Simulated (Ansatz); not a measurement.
Process, species as SMILES: N#N (N2) + H+ → N#[NH+]
B3LYP-D3(BJ)/def2-TZVP geometries, fixed; electronic energies without zero-point terms; positive where energy is released.
Largest species:
```xyz
3

N      0.0000     0.0000    -0.4376
N      0.0000     0.0000     0.6484
H      0.0000     0.0000    -1.4756
```
Charge +1, spin multiplicity 1.

Basis-set convergence of the proton affinity at CCSD(T) with Ansatz (a first-principles code). Cartesian d functions, on some or all atoms, in 6-31G*; all else is spherical. Cores are frozen. No added dispersion term, no relativity. Functions are those of the species that has most. Reference: Hartree-Fock in aug-cc-pVQZ plus the correlation part extrapolated as X^-3 from aug-cc-pVTZ and aug-cc-pVQZ, 122.97 kcal/mol, itself unsure by roughly 0.14 kcal/mol (a third of the extrapolation step and of the last Hartree-Fock step). Deviations are taken from unrounded values.

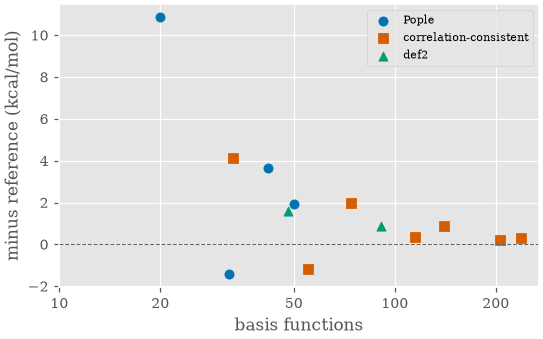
*Deviation from the reference against the number of basis functions, by family of sets.*

```
basis        functions  proton affinity (kcal/mol)  minus reference (kcal/mol)
-----------  ---------  --------------------------  --------------------------
3-21G               20                      133.83                       10.87
6-31G*              32                      121.55                       -1.42
cc-pVDZ             33                      127.08                        4.11
6-311G**            42                      126.62                        3.65
def2-SVPD           48                      124.55                        1.58
6-311+G**           50                      124.90                        1.93
aug-cc-pVDZ         55                      121.79                       -1.18
cc-pVTZ             74                      124.93                        1.96
def2-TZVPPD         91                      123.83                        0.86
aug-cc-pVTZ        115                      123.31                        0.34
cc-pVQZ            140                      123.84                        0.87
aug-cc-pVQZ        206                      123.19                        0.22
cc-pV5Z            237                      123.27                        0.30
```
